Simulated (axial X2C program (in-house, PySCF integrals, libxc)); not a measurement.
**All-electron X2C curves of SeLi**

What are the state, bond length, wavenumber and bond energy of SeLi, and what does spin–orbit coupling change?

Method: all-electron X2C, Se dyall-cv3z, Li dyall-cv3z; program: an in-house X2C program for linear molecules on PySCF integrals.

All values are calculated.

### 1 The job

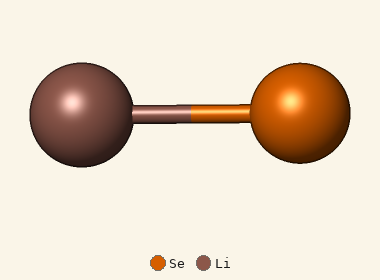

The two atoms at 2.310 Å (selenium orange, lithium brown).

File task.json:

```json
{"zs": [34, 3], "q": 0, "bas": ["dyall-cv3z", "dyall-cv3z"], "levels": ["PBE0", "HF", "PBE"], "cc": true, "r0": 2.31, "thr": -2.0, "nmax": 90, "npts": 10, "nst": 2, "ntry": 6}
```

Keys: zs atomic numbers; q charge; bas basis sets; levels methods (HF also brings MP2); cc coupled cluster on or off; r0 starting distance in Å; thr threshold in hartree for freezing inner shells (an s shell follows its p shell); nmax most natural virtual spinors; npts points asked for on the curve; nst determinants followed; ntry starts of the search.

Launch:

```
$ python so2c.py task.json out
```

Spin-free means the one-electron spin-free X2C Hamiltonian; two-component (2c) means X2C with spin–orbit coupling and atomic mean-field two-electron Coulomb and Gaunt terms. Basis: Se dyall-cv3z contracted to [8s9p6d4f1g], Li dyall-cv3z contracted to [7s8p2d]; Gaussian nuclei, density fitting. Masses: Se 79.917 u, Li 7.016 u.

Notation: σ, π±, δ± give the projection m of an orbital's angular momentum (0, ±1, ±2), α and β its spin, Λ and M_S the sums; ω is the projection of a spinor's total angular momentum and Ω the sum. Logs are in hartree.

The results follow Hamiltonian by Hamiltonian and level by level.

### 2 Which state to follow

Determinants are compared with PBE0 at 2.310 Å.

Spin-free determinants:

```
ΔE (eV)             state                                  open shells
   0.00  M_S = 1/2, Λ = 1          beyond closed shells: π+α, π+β, π-α
   0.67  M_S = 1/2, Λ = 0                     beyond closed shells: σα
   2.95  M_S = 3/2, Λ = 0           beyond closed shells: σα, π+α, π-α
   3.00  M_S = 1/2, Λ = 0           beyond closed shells: σβ, π+α, π-α
   3.60  M_S = 3/2, Λ = 1  beyond closed shells: 2 × σα, π+α, π+β, π-α
   4.09  M_S = 1/2, Λ = 0           beyond closed shells: σα, π+β, π-α
```

Two-component determinants:

| ΔE (eV) | state | open shells |
| --- | --- | --- |
| 0.00 | Ω = 3/2 | excess of +ω over −ω: ω = 3/2 |
| 0.18 | Ω = 1/2 | excess of +ω over −ω: ω = 1/2 |
| 3.08 | Ω = 1/2 | excess of +ω over −ω: 2 × ω = -1/2, ω = 3/2 |
| 3.55 | Ω = 5/2 | excess of +ω over −ω: 2 × ω = 1/2, ω = 3/2 |
| 3.94 | Ω = 1/2 | excess of +ω over −ω: ω = 1/2 |
| 4.37 | Ω = 5/2 | excess of +ω over −ω: ω = -1/2, 2 × ω = 3/2 |
| 4.94 | Ω = 7/2 | excess of +ω over −ω: ω = 1/2, 2 × ω = 3/2 |

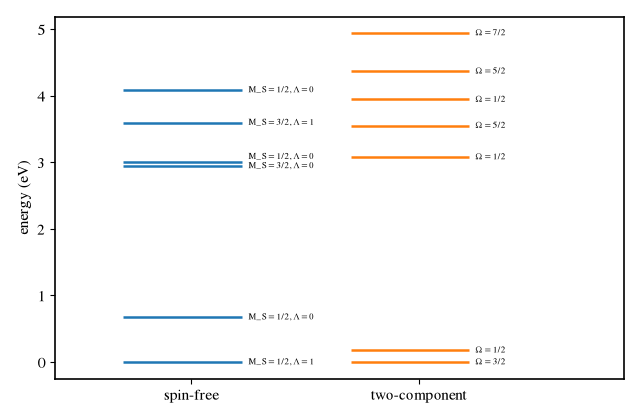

The determinants found, each set from its own lowest.

### 3 PBE0, spin-free

State followed: M_S = 1/2, Λ = 1 (beyond closed shells: π+α, π+β, π-α). The scan is laid around 2.276 Å, a first estimate of the minimum, and this SCF restarts from the orbitals of the search.

Output at 2.276 Å:

```text
spin-free X2C-1e  PBE0
basis functions 143  fitting functions 775  grid points 5082
iter        total energy     max residual
   1      -2437.057270932     1.40e+00
   2      -2437.184336137     5.69e-03
   3      -2437.184357906     2.27e-03
   4      -2437.184420761     5.15e-04
   5      -2437.184421387     3.14e-04
   6      -2437.184421861     9.03e-06
   7      -2437.184421862     2.84e-06
converged
one-electron -3439.81893200  Coulomb 1069.17437146  exact exchange -22.17514373  xc functional -68.08004075  nuclear repulsion 23.71532316
```

Along the bond, energies from the lowest point:

```
R (Å)  E (eV)  μ (D)  HOMO (eV)  LUMO (eV)  iterations
1.980  0.3777   6.00      -5.63      -3.45          15
2.071  0.1587   6.27      -5.51      -3.33           9
2.139  0.0631   6.48      -5.43      -3.25           9
2.208  0.0135   6.70      -5.35      -3.17           9
2.276  0.0000   6.92      -5.28      -3.10           7
2.356  0.0199   7.18      -5.19      -3.02          10
2.435  0.0696   7.44      -5.12      -2.94           9
2.538  0.1643   7.79      -5.02      -2.85          10
2.663  0.3130   8.21      -4.92      -2.74          10
2.845  0.5639   8.83      -4.78      -2.60          12
```

Dipoles are positive if Li is the positive end.

Outer orbitals at the reference distance:

| symmetry | occupied | ε (eV) | atomic character |
| --- | --- | --- | --- |
| σα | yes | -17.45 | 80% Se s, 10% Li p, 5% Li d |
| σβ | yes | -16.34 | 80% Se s, 10% Li p, 5% Li d |
| σα | yes | -6.38 | 83% Se p, 8% Li s, 7% Li p |
| π-α | yes | -6.22 | 88% Se p, 7% Li p, 5% Li d |
| π+α | yes | -6.22 | 88% Se p, 7% Li p, 5% Li d |
| σβ | yes | -6.05 | 83% Se p, 8% Li s, 7% Li p |
| π+β | yes | -5.28 | 86% Se p, 9% Li p, 5% Li d |
| π-β | no | -3.10 | 82% Se p, 13% Li p, 4% Li d |
| σα | no | -1.44 | 72% Li s, 24% Li p, 2% Se p |
| σβ | no | -1.44 | 70% Li s, 26% Li p, 2% Se p |
| π-α | no | 0.03 | 93% Li p, 4% Se p |

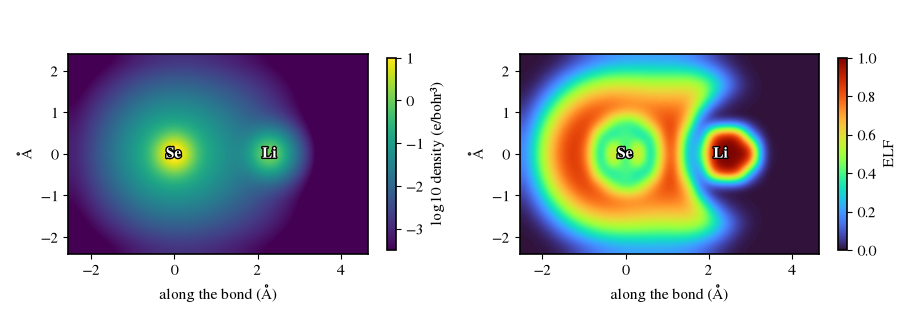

PBE0 fields in a plane through the axis, from a grid of 0.3 Å; Se lies at z = 0 and Li at z = 2.276 Å; the ELF is damped to zero where the density is low.

Re = 2.271 Å, ωe = 512 cm⁻¹, ωexe = 3.12 cm⁻¹, Be = 0.5067 cm⁻¹, De = 2.81 eV, μ = 6.90 D.

### 4 HF, spin-free

The SCF at the reference distance of 2.276 Å:

```text
spin-free X2C-1e  HF
basis functions 143  fitting functions 775  grid points 5082
iter        total energy     max residual
   1      -2435.629812287     2.27e-01
   2      -2435.644862304     8.11e-03
   3      -2435.645240453     5.58e-03
   4      -2435.645306835     1.96e-03
   5      -2435.645315585     4.33e-04
   6      -2435.645318000     2.93e-04
   7      -2435.645318340     1.02e-04
   8      -2435.645318418     2.02e-05
   9      -2435.645318429     1.84e-05
  10      -2435.645318432     4.64e-06
  11      -2435.645318432     2.06e-06
converged
one-electron -3440.00532153  Coulomb 1069.42471437  exact exchange -88.78003444  xc functional 0.00000000  nuclear repulsion 23.71532316
```

Re = 2.294 Å, ωe = 512 cm⁻¹, ωexe = 2.92 cm⁻¹, Be = 0.4966 cm⁻¹, De = 1.74 eV, μ = 7.42 D.

### 5 PBE, spin-free

The SCF at the reference distance of 2.276 Å:

```text
spin-free X2C-1e  PBE
basis functions 143  fitting functions 775  grid points 5082
iter        total energy     max residual
   1      -2437.132919436     8.15e-02
   2      -2437.134937834     6.68e-03
   3      -2437.134977081     1.56e-02
   4      -2437.135274813     9.41e-04
   5      -2437.135275078     4.29e-04
   6      -2437.135276252     1.15e-04
   7      -2437.135276261     2.40e-05
   8      -2437.135276262     5.41e-06
converged
one-electron -3439.35187319  Coulomb 1068.67579380  exact exchange 0.00000000  xc functional -90.17452003  nuclear repulsion 23.71532316
```

Re = 2.281 Å, ωe = 499 cm⁻¹, ωexe = 3.16 cm⁻¹, Be = 0.5022 cm⁻¹, De = 2.87 eV, μ = 6.66 D.

### 6 Correlated methods, spin-free

Correlated methods: 7 electrons correlated (frozen shells, counted by type: Se 3 s, 2 p, 1 d; Li 1 s), 187 virtual spinors in MP2, 69 natural virtuals in coupled cluster.

Output of the correlated part at 2.276 Å:

```text
correlated 7  virtual 187  natural virtual 69  E(MP2) -0.138321583  MP2 remainder -0.002534208
iter   CCSD correlation   residual
   1     -0.149854521   7.78e-02
   2     -0.153873475   2.55e-02
   3     -0.154084853   7.22e-03
   4     -0.154108769   2.96e-03
   5     -0.154105782   1.19e-03
   6     -0.154107542   3.04e-04
   7     -0.154108366   8.08e-05
   8     -0.154107855   2.56e-05
   9     -0.154107886   7.76e-06
  10     -0.154107934   2.11e-06
  11     -0.154107958   6.10e-07
  12     -0.154107959   1.76e-07
(T) -0.005840616  T1 0.0105  D1 0.0166  max T2 0.052
```

T1 in the output is the amplitude norm over the root of the electron number; divide by √2 for the Lee–Taylor value.

MP2: Re = 2.299 Å, ωe = 504 cm⁻¹, Be = 0.4947 cm⁻¹, De = 2.71 eV.

CCSD: Re = 2.296 Å, ωe = 504 cm⁻¹, ωexe = 2.99 cm⁻¹, Be = 0.4958 cm⁻¹, De = 2.70 eV. T1 at Re = 0.007 (Lee–Taylor, the printed value over √2).

CCSD(T): Re = 2.299 Å, ωe = 502 cm⁻¹, ωexe = 3.01 cm⁻¹, Be = 0.4947 cm⁻¹, De = 2.76 eV. T1 at Re = 0.007 (Lee–Taylor, the printed value over √2).

### 7 A higher determinant, spin-free

State: M_S = 1/2, Λ = 0 (beyond closed shells: σα).

Output at the reference distance:

```text
spin-free X2C-1e  PBE0
basis functions 143  fitting functions 775  grid points 5082
iter        total energy     max residual
   1      -2437.043960458     1.44e+00
   2      -2437.160017198     5.23e-03
   3      -2437.160038174     1.91e-03
   4      -2437.160080722     4.53e-04
   5      -2437.160081107     2.68e-04
   6      -2437.160081700     3.50e-05
   7      -2437.160081705     3.41e-05
   8      -2437.160081712     2.60e-06
converged
one-electron -3439.55365945  Coulomb 1068.92742007  exact exchange -22.17376483  xc functional -68.07540066  nuclear repulsion 23.71532316
```

```
R (Å)  E above the lowest PBE0 point (eV)
1.980                               0.820
2.071                               0.696
2.139                               0.654
2.208                               0.645
2.276                               0.662
2.356                               0.708
2.435                               0.773
2.538                               0.879
2.663                               1.029
```

Re = 2.194 Å, ωe = 497 cm⁻¹, ωexe = 3.52 cm⁻¹, Be = 0.5429 cm⁻¹, μ = 6.44 D. Te = 0.64 eV.

### 8 The spin-free curves together

Energy (eV) of the followed determinant, spin-free, from each level's lowest point:

```
R (Å)   PBE0     HF    MP2   CCSD  CCSD(T)    PBE
1.980  0.378  0.448  0.450    n/a      n/a  0.391
2.071  0.159  0.200  0.203  0.199    0.202  0.169
2.139  0.063  0.088  0.091  0.088    0.090  0.071
2.208  0.014  0.025  0.026  0.025    0.026  0.018
2.276  0.000  0.000  0.000  0.000    0.000  0.000
2.356  0.020  0.010  0.008  0.009    0.008  0.015
2.435  0.070  0.052  0.047  0.049    0.046  0.059
2.538  0.164  0.140  0.131  0.134    0.130  0.146
2.663  0.313  0.285  0.269    n/a      n/a  0.284
2.845  0.564  0.535  0.511    n/a      n/a  0.520
```

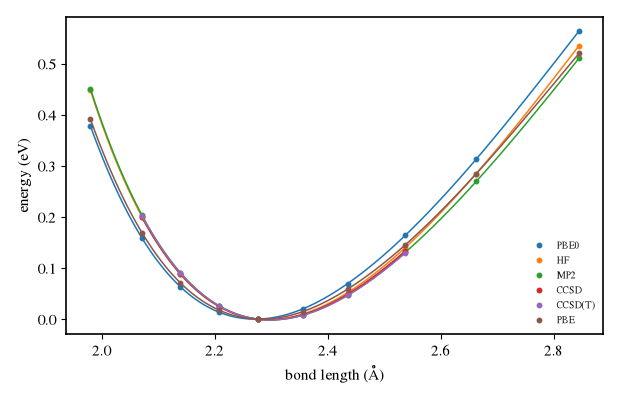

Curves of the followed state, spin-free, each from its own lowest point.

### 9 PBE0, 2c

State followed: Ω = 3/2 (excess of +ω over −ω: ω = 3/2). The scan is laid around 2.276 Å, a first estimate of the minimum, and this SCF restarts from the orbitals of the search.

Output at 2.276 Å:

```text
two-component X2C + atomic mean field  PBE0
basis functions 143  fitting functions 775  grid points 5082
iter        total energy     max residual
   1      -2436.239293314     1.31e+00
   2      -2436.366659983     4.82e-03
   3      -2436.366682036     2.26e-03
   4      -2436.366744472     5.16e-04
   5      -2436.366745106     3.14e-04
   6      -2436.366745583     9.42e-06
   7      -2436.366745585     3.24e-06
converged
one-electron -3437.74279014  Coulomb 1068.77738127  exact exchange -22.16675853  xc functional -68.05444722  nuclear repulsion 23.71532316  atomic mean-field constant -0.89545413
```

Along the bond, energies from the lowest point:

```
R (Å)  E (eV)  μ (D)  HOMO (eV)  LUMO (eV)  iterations
1.980  0.3802   6.01      -5.70      -3.34          14
2.071  0.1605   6.27      -5.58      -3.23           9
2.139  0.0643   6.48      -5.50      -3.15           9
2.208  0.0141   6.70      -5.42      -3.07           9
2.276  0.0000   6.92      -5.35      -3.00           7
2.356  0.0193   7.17      -5.27      -2.92          10
2.435  0.0683   7.44      -5.19      -2.84           9
2.538  0.1622   7.78      -5.10      -2.75          10
2.663  0.3099   8.20      -4.99      -2.64          10
2.845  0.5594   8.81      -4.86      -2.50          11
```

Dipoles are positive if Li is the positive end.

Outer spinors at the reference distance:

```
   ω  occupied  ε (eV)             atomic character     λ mixture
 1/2       yes  -17.42  80% Se s, 10% Li p, 5% Li d        100% σ
-1/2       yes  -16.33  80% Se s, 10% Li p, 5% Li d        100% σ
 1/2       yes   -6.38   83% Se p, 8% Li s, 7% Li p   98% σ, 2% π
-1/2       yes   -6.38   88% Se p, 7% Li p, 4% Li d  83% π, 17% σ
 3/2       yes   -6.08   88% Se p, 7% Li p, 5% Li d        100% π
-1/2       yes   -5.97   83% Se p, 7% Li s, 7% Li p  83% σ, 17% π
 1/2       yes   -5.35   86% Se p, 9% Li p, 5% Li d   98% π, 2% σ
-3/2        no   -3.00  81% Se p, 14% Li p, 5% Li d        100% π
 1/2        no   -1.45  72% Li s, 25% Li p, 2% Se p        100% σ
-1/2        no   -1.43  70% Li s, 26% Li p, 2% Se p        100% σ
-1/2        no    0.02            93% Li p, 4% Se p        100% π
```

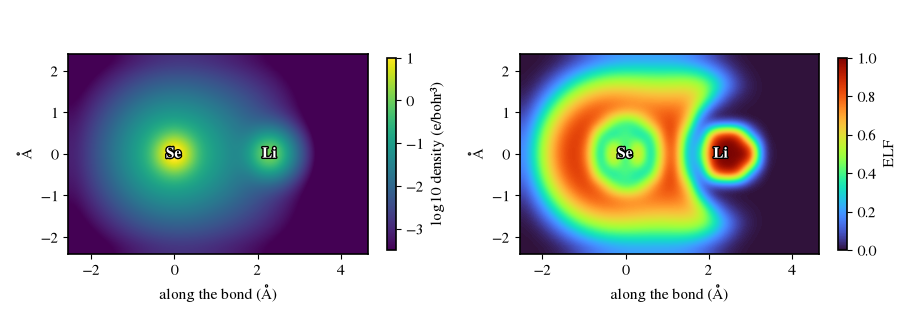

PBE0 fields in a plane through the axis, from a grid of 0.3 Å; Se lies at z = 0 and Li at z = 2.276 Å; the ELF is damped to zero where the density is low.

Re = 2.273 Å, ωe = 511 cm⁻¹, ωexe = 3.11 cm⁻¹, Be = 0.5061 cm⁻¹, De = 2.85 eV, μ = 6.90 D.

### 10 HF, 2c

The SCF at the reference distance of 2.276 Å:

```text
two-component X2C + atomic mean field  HF
basis functions 143  fitting functions 775  grid points 5082
iter        total energy     max residual
   1      -2434.812573945     2.32e-01
   2      -2434.827597558     8.09e-03
   3      -2434.827972617     5.67e-03
   4      -2434.828038053     1.95e-03
   5      -2434.828046430     4.14e-04
   6      -2434.828048636     2.77e-04
   7      -2434.828048945     9.53e-05
   8      -2434.828049016     1.90e-05
   9      -2434.828049026     1.76e-05
  10      -2434.828049028     4.43e-06
  11      -2434.828049029     1.86e-06
converged
one-electron -3437.93007529  Coulomb 1069.02855028  exact exchange -88.74639305  xc functional 0.00000000  nuclear repulsion 23.71532316  atomic mean-field constant -0.89545413
```

Re = 2.295 Å, ωe = 511 cm⁻¹, ωexe = 2.91 cm⁻¹, Be = 0.4961 cm⁻¹, De = 1.77 eV, μ = 7.43 D.

### 11 PBE, 2c

The SCF at the reference distance of 2.276 Å:

```text
two-component X2C + atomic mean field  PBE
basis functions 143  fitting functions 775  grid points 5082
iter        total energy     max residual
   1      -2436.315078431     8.32e-02
   2      -2436.317096295     6.68e-03
   3      -2436.317135505     1.59e-02
   4      -2436.317431768     9.55e-04
   5      -2436.317432036     4.14e-04
   6      -2436.317433177     1.18e-04
   7      -2436.317433185     2.45e-05
   8      -2436.317433186     5.37e-06
converged
one-electron -3437.27569818  Coulomb 1068.27877377  exact exchange 0.00000000  xc functional -90.14037780  nuclear repulsion 23.71532316  atomic mean-field constant -0.89545413
```

Re = 2.283 Å, ωe = 498 cm⁻¹, ωexe = 3.16 cm⁻¹, Be = 0.5015 cm⁻¹, De = 2.91 eV, μ = 6.66 D.

### 12 Correlated methods, 2c

Correlated methods: 7 electrons correlated (frozen shells, counted by type: Se 3 s, 2 p, 1 d; Li 1 s), 187 virtual spinors in MP2, 69 natural virtuals in coupled cluster.

Output of the correlated part at 2.276 Å:

```text
correlated 7  virtual 187  natural virtual 69  E(MP2) -0.138252759  MP2 remainder -0.002533684
iter   CCSD correlation   residual
   1     -0.149789494   7.77e-02
   2     -0.153793364   2.53e-02
   3     -0.153999591   7.04e-03
   4     -0.154021295   2.85e-03
   5     -0.154017853   1.13e-03
   6     -0.154019538   2.90e-04
   7     -0.154020360   7.62e-05
   8     -0.154019890   2.40e-05
   9     -0.154019920   7.27e-06
  10     -0.154019965   2.00e-06
  11     -0.154019988   5.87e-07
  12     -0.154019989   1.74e-07
(T) -0.005822815  T1 0.0102  D1 0.0164  max T2 0.051
```

MP2: Re = 2.300 Å, ωe = 503 cm⁻¹, Be = 0.4942 cm⁻¹, De = 2.68 eV.

CCSD: Re = 2.297 Å, ωe = 504 cm⁻¹, ωexe = 2.99 cm⁻¹, Be = 0.4952 cm⁻¹, De = 2.68 eV. T1 at Re = 0.007 (Lee–Taylor, the printed value over √2).

CCSD(T): Re = 2.300 Å, ωe = 501 cm⁻¹, ωexe = 3.01 cm⁻¹, Be = 0.4942 cm⁻¹, De = 2.73 eV. T1 at Re = 0.007 (Lee–Taylor, the printed value over √2).

### 13 A higher determinant, 2c

State: Ω = 1/2 (excess of +ω over −ω: ω = 1/2).

Output at the reference distance:

```text
two-component X2C + atomic mean field  PBE0
basis functions 143  fitting functions 775  grid points 5082
iter        total energy     max residual
   1      -2436.233238260     1.31e+00
   2      -2436.360152138     4.78e-03
   3      -2436.360173919     2.25e-03
   4      -2436.360234998     5.07e-04
   5      -2436.360235664     3.06e-04
   6      -2436.360236148     3.41e-05
   7      -2436.360236168     2.53e-05
   8      -2436.360236191     1.02e-05
   9      -2436.360236192     4.75e-06
converged
one-electron -3437.64855683  Coulomb 1068.68646463  exact exchange -22.16610807  xc functional -68.05190494  nuclear repulsion 23.71532316  atomic mean-field constant -0.89545413
```

```
R (Å)  E above the lowest PBE0 point (eV)
1.980                               0.545
2.071                               0.331
2.139                               0.238
2.208                               0.190
2.276                               0.177
2.356                               0.198
2.435                               0.248
2.538                               0.344
2.663                               0.492
```

Re = 2.269 Å, ωe = 511 cm⁻¹, ωexe = 3.13 cm⁻¹, Be = 0.5077 cm⁻¹, μ = 6.88 D. Te = 0.18 eV.

### 14 The 2c curves together

Energy (eV) of the followed determinant, 2c, from each level's lowest point:

```
R (Å)   PBE0     HF    MP2   CCSD  CCSD(T)    PBE
1.980  0.380  0.450  0.453    n/a      n/a  0.394
2.071  0.160  0.202  0.205  0.201    0.204  0.171
2.139  0.064  0.089  0.092  0.089    0.091  0.072
2.208  0.014  0.025  0.027  0.025    0.026  0.018
2.276  0.000  0.000  0.000  0.000    0.000  0.000
2.356  0.019  0.009  0.007  0.008    0.007  0.014
2.435  0.068  0.051  0.046  0.048    0.045  0.057
2.538  0.162  0.138  0.129  0.132    0.128  0.143
2.663  0.310  0.282  0.267    n/a      n/a  0.281
2.845  0.559  0.531  0.507    n/a      n/a  0.515
```

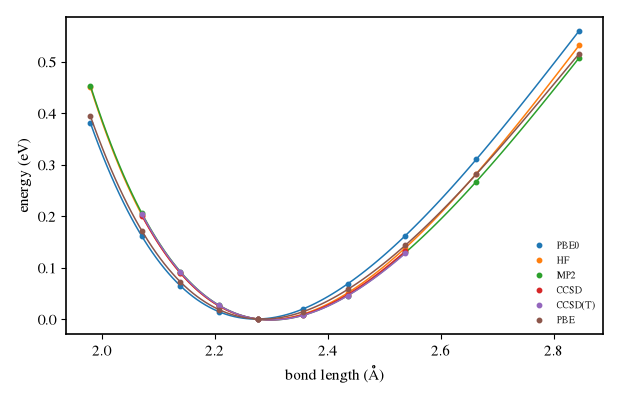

Curves of the followed state, 2c, each from its own lowest point.

The whole job took 54 s on 1 thread of INTEL XEON PLATINUM 8581C at 2.10GHz (Emerald Rapids), shared host; peak memory 0.34 GiB.

### 15 What came out

Lowest determinant that the search found at its distance, spin-free: M_S = 1/2, Λ = 1 (beyond closed shells: π+α, π+β, π-α).

Lowest determinant that the search found at its distance, 2c: Ω = 3/2 (excess of +ω over −ω: ω = 3/2).

```
Hamiltonian    level  Re (Å)  ωe (cm⁻¹)  De (eV)  μ (D)
  spin-free     PBE0   2.271        512     2.81   6.90
  spin-free       HF   2.294        512     1.74   7.42
  spin-free      MP2   2.299        504     2.71    n/a
  spin-free     CCSD   2.296        504     2.70    n/a
  spin-free  CCSD(T)   2.299        502     2.76    n/a
  spin-free      PBE   2.281        499     2.87   6.66
         2c     PBE0   2.273        511     2.85   6.90
         2c       HF   2.295        511     1.77   7.43
         2c      MP2   2.300        503     2.68    n/a
         2c     CCSD   2.297        504     2.68    n/a
         2c  CCSD(T)   2.300        501     2.73    n/a
         2c      PBE   2.283        498     2.91   6.66
```

Dipoles are positive if Li is the positive end.

Time per point (s) on 1 thread of INTEL XEON PLATINUM 8581C at 2.10GHz (Emerald Rapids), shared host (2c runs; CCSD comes with the CCSD(T) run); the times are rough: PBE0 0.41, HF 0.21, MP2 0.25, CCSD(T) 1.2, PBE 0.28.

**Reading.** At CCSD(T), going from spin-free to two-component changes Re by +1 mÅ, ωe by -0.2 %, which is small (part of it comes from the scalar share of the two-electron terms). De moves by -0.03 eV; both De rest on single-determinant atoms, which can miss part of an open shell's spin–orbit lowering.

De refers to Se + Li, each in the lowest determinant found, which need not be this curve's own limit. Each curve is one determinant whose occupation by symmetry is held fixed; it was picked as the lowest of a PBE0 search that is not exhaustive. Dissociation energies refer to the lowest single-determinant-based atoms at the same level and basis. Density functionals use the spin component along the axis (collinear). Coupled cluster ran in a truncated set of natural virtual spinors; the MP2 energy of the rest was added.
